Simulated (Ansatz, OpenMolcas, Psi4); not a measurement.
**Errors in the atomisation enthalpy at 298 K**

6 molecules of light elements (H to F); the atomisation enthalpy at 298 K in kJ/mol, computed less measured. Shapes, held fixed at every level: PBE0-D4/def2-TZVP. Flexible molecules stand in one conformer, not always the lowest. Thermal terms are harmonic and unscaled (PBE0-D4/def2-TZVP); the spin-orbit lowering of the free atoms is taken from their spectra. Programs: Ansatz 0.2.0, OpenMolcas 26.06, Psi4 1.11. A level may come from different programs for different species; with the same settings they agree closely. Measured values: Active Thermochemical Tables.

Levels: A = HF/3-21G; B = M06-L/def2-TZVP; C = MP2/def2-TZVP; D = CCSD(T)/def2-TZVPP.

| molecule | from tabulated heats | A | B | C | D |
| --- | --- | --- | --- | --- | --- |
| N2H3 (hydrazinyl radical) | 1374 | -811 | -32 | -96 | -64 |
| C2H3F (SMILES C=CF) | 2310 | -764 | -10 | -39 | -64 |
| C2H3O (acetyl radical) | 2347 | -879 | +3 | -34 | -68 |
| C2H4 (ethylene) | 2253 | -645 | -14 | -71 | -54 |
| CH4O (methanol) | 2039 | -737 | -43 | -68 | -52 |
| C3H4 (allene) | 2832 | -869 | +12 | -64 | -76 |

Q: Which level does best on this set, which worst, and which err to one side?

A: 
```tsv
level	kind	mean error	mean absolute error	worst case
HF/3-21G	Hartree–Fock	-784.2	784.2	C2H3O
M06-L/def2-TZVP	meta-GGA	-14.0	19.0	CH4O
MP2/def2-TZVP	perturbation theory	-62.0	62.0	N2H3
CCSD(T)/def2-TZVPP	coupled cluster or CI	-63.0	63.0	C3H4
```

On this set M06-L/def2-TZVP has the smallest mean absolute error and HF/3-21G the largest. HF/3-21G is too low in 6 of 6; M06-L/def2-TZVP is too low in 4 of 6; MP2/def2-TZVP is too low in 6 of 6; CCSD(T)/def2-TZVPP is too low in 6 of 6. Hartree–Fock lacks correlation and underbinds. Rows in very small basis sets show the basis more than the method. Correlated wave functions converge slowly with the basis. Open shells run unrestricted. The set is small.

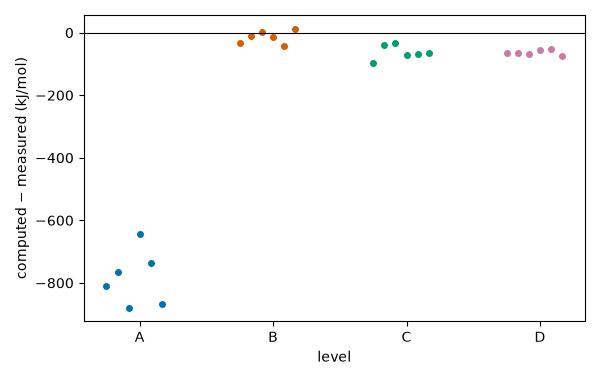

Errors of each level, one point a molecule.
